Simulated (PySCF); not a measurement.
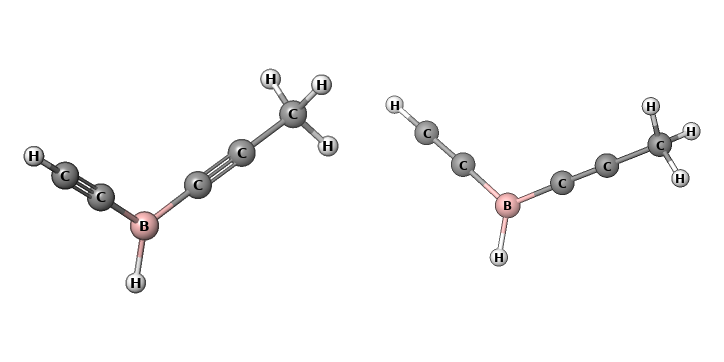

The same structure drawn twice, from different directions.

What does the picture show?

It has 11 atoms: 5 carbon, 5 hydrogen and 1 boron (C5H5B). As SMILES it reads `C#CBC#CC`. It has no ring. Among its groups: alkyne, B–H bond. Coordination: 4 C linear; 1 B trigonal planar; 1 C tetrahedral.

The parts below concern this one geometry. Atoms keep their numbers from picture to picture. Computed geometry: PBE0-D3(BJ)/def2-SVP optimisation. No frequency run is at hand to confirm it as a minimum.

### Geometry

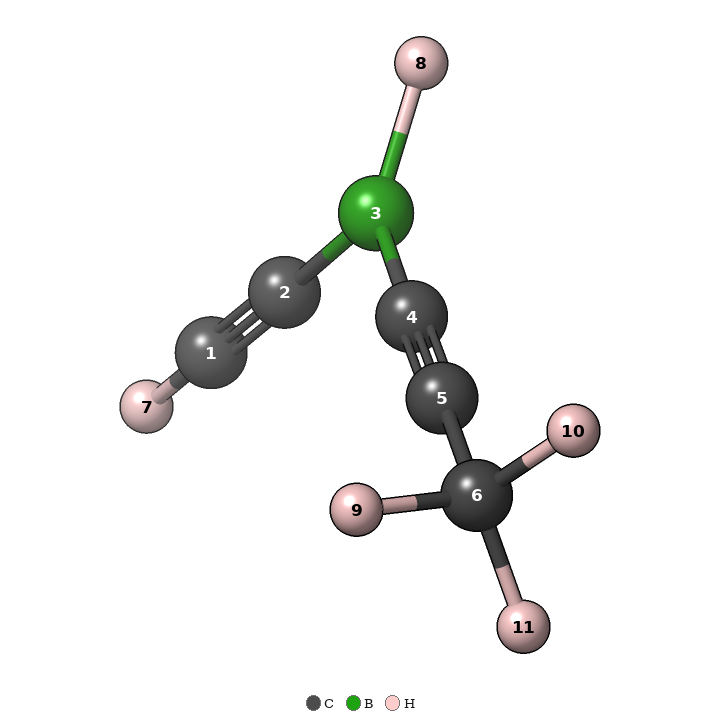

Atoms carry their numbers in the input. No frequency run is at hand to confirm it as a minimum.

Give these bond angles: C2–C1–H7, C1–C2–B3, C2–B3–C4, C2–B3–H8, C4–B3–H8, B3–C4–C5, C4–C5–C6, C5–C6–H9, C5–C6–H10, C5–C6–H11.

```
    angle  degrees
 C2–C1–H7    179.7
 C1–C2–B3    178.7
 C2–B3–C4    121.7
 C2–B3–H8    118.7
 C4–B3–H8    119.6
 B3–C4–C5    178.9
 C4–C5–C6    179.5
 C5–C6–H9    110.0
C5–C6–H10    111.9
C5–C6–H11    111.0
```

### Electronic properties

No frequency run is at hand to confirm it as a minimum. Method: B3LYP/6-31G*, gas phase (PySCF 2.14.0).

Give the dipole moment at this level.

Answer. 1.92 D.

What is the HOMO–LUMO gap?

Answer. 4.89 eV.

What is the HOMO energy (Kohn–Sham orbital)?

Answer. −7.04 eV.

### Spin–spin coupling

No frequency run is at hand to confirm it as a minimum. Method: B3LYP/6-31G* indirect spin-spin coupling, non-relativistic, gas phase (PySCF 2.14.0). Isotopes: 11B, 13C, 1H.

Give the spin–spin coupling constants of these pairs, with the number of bonds between them: C2/B3, B3/H8, B3/C4, C1/B3, B3/C5, B3/C6, B3/H7.

| pair | bonds apart | J (Hz) |
| --- | --- | --- |
| C2, B3 | 1 | 115.4 |
| B3, H8 | 1 | 151.0 |
| B3, C4 | 1 | 123.5 |
| C1, B3 | 2 | 21.0 |
| B3, C5 | 2 | 23.3 |
| B3, C6 | 3 | 0.6 |
| B3, H7 | 3 | 2.1 |

### Quadrupole coupling

No frequency run is at hand to confirm it as a minimum. Electric field gradients from the ground-state density, B3LYP/6-31G* (PySCF 2.14.0), non-relativistic apart from any core potentials.

Give the largest field-gradient component, the quadrupole coupling constant and the asymmetry for 11B at B3 (Q = 40.59 mb), 2H at H7 (Q = 2.86 mb), 2H at H8 (Q = 2.86 mb).

| atom | V_zz (a.u.) | e²qQ/h (MHz) | η |
| --- | --- | --- | --- |
| B3 | 0.455 | 4.34 | 0.10 |
| H7 | 0.317 | 0.213 | 0.04 |
| H8 | 0.194 | 0.130 | 0.09 |
